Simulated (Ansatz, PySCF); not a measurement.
Breaking the C4–H7 bond in C2H6Be (SMILES [BeH][CH2]C) (multiplicity 1 held, fragments rigid). Energies count from the point at 1.093 Å.
Geometry at that point (charge 0, multiplicity 1):
```xyz
9

Be    -1.44517    -0.33871     0.77012
H     -2.68932    -0.19576     1.22435
C      0.12566    -0.52297     0.19842
C      0.70150     0.65782    -0.61085
H      0.16970    -1.43496    -0.41255
H      0.78522    -0.73143     1.05193
H      0.72544     1.57703    -0.02084
H      0.10331     0.86593    -1.50107
H      1.72341     0.46492    -0.94768
```

R- and RO- levels are restricted; in cc, def2 and unpolarised 6-31G sets they are followed outwards from rest. U- levels take the lowest unrestricted solution at each point, which mixes spins at long bonds. Left out are points that failed, MP2 points in a non-variational dive below the minimum, coupled-cluster points behind a sign of a changed root (a jump of the amplitudes, or a one-step jump against full CI or MRCI), small-basis points behind a change of solution, and semi-empirical points at long bonds. Levels need not reach the same state.

Cores are frozen in the correlated methods. Rows in 3-21G, 6-31G* carry no dispersion term and start afresh at each structure (6-31G* with six Cartesian d functions).

Codes used: Ansatz (an electronic-structure program); PySCF for 3-21G rows, 6-31G* rows. 

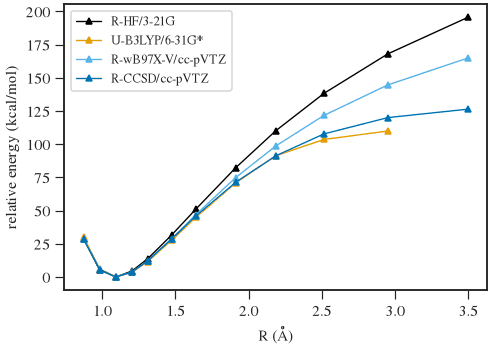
Figure. Relative energy along the coordinate

Doubts at one or more of the structures used: a restricted determinant that unrestricted orbitals would lower (R-HF/3-21G, R-wB97X-V/cc-pVTZ, R-CCSD/cc-pVTZ); a spin-contaminated determinant (U-B3LYP/6-31G*); other coupled-cluster roots lie near (R-CCSD/cc-pVTZ); T1 above 0.05 (R-CCSD/cc-pVTZ).
